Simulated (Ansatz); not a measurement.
Relaxed NbRu (space group P4/mmm):

```
NbRu
1.0
    5.99850     0.00000     0.00000
    2.99925     2.99925     0.00000
    0.00000     0.00000     3.37532
Nb Ru
2 2
Direct
  0.00000   0.00000   0.00000
  0.50000   0.00000   0.00000
  0.00000   0.50000   0.50000
  0.50000   0.50000   0.50000
```

The atoms are displaced by Q × the pattern below (from a DFPT mode at M = (0.5, 0.5, 0.0), largest move 1; Q in Å), at fixed cell. It is one choice among 2 degenerate patterns. (q is in reciprocal vectors of the primitive cell; the cell shown is doubled to hold the pattern.)

```csv
atom,x,y,z
Nb1,0.000,1.000,0.000
Nb2,0.000,-1.000,0.000
Ru3,-0.891,0.000,0.000
Ru4,0.891,0.000,0.000
```

These are LDA (plane waves to 420 eV, PAW, scalar-relativistic; Ansatz, an electronic-structure program) values and carry that method's errors. k mesh 15×15×14 (Γ-centred), Fermi-Dirac smearing 0.05 eV. E stands for the smeared free energy. Left out: 2 of 13 points, with atoms too close for the PAW data. With partly filled bands, energies and forces of such displacements shift with the k mesh and the smearing. NbRu is run without spin polarisation. NbRu was relaxed with its symmetry unable to fall. The zero of ΔE is the undisplaced structure.

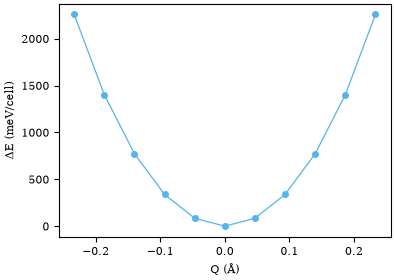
*ΔE (meV/cell) against Q (Å); one marker a computed point.*

Question: What is the energy change at Q = 0.233 Å?

Answer: About 2300 meV/cell.

Question: What harmonic wavenumber does the curvature at Q = 0 give?

Answer: About 250 cm⁻¹.

(A displaced cell: forces are minus the slopes of the energy, force constants its curvatures, and phonons follow from these.)
